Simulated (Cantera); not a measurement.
Feed: 1 mol B2O3, 0.21 mol O2, 0.11 mol N2, equilibrated at 0.133 bar.

Equilibrium computed with Cantera from the NASA thermochemical tables; the gas is ideal and each condensed phase is pure. Candidate condensed phases: B, BN, B2O3; 17 gas species. Kinetics and transport are ignored.

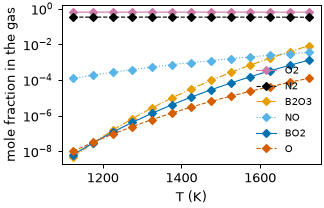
Equilibrium gas composition (values under 1e-9 drawn at 1e-9)

From 1125 K to 1725 K the condensed part is B2O3(l).
